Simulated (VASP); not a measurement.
Energy against volume of KCl (rock salt). All values below come from revPBE GGA, VASP's PBE PAW potentials (set 64) (plane waves; VASP).

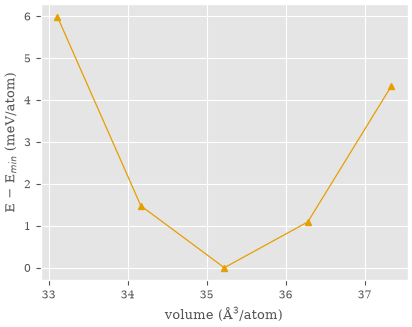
Energy against volume

Q: Estimate the equilibrium volume and the bulk modulus.

A: The minimum lies near 35.3 Å³/atom, and the curvature gives B0 of about 13 GPa.

The compound is KCl in the rock salt structure. It was relaxed first, which changed the volume by +13 %.
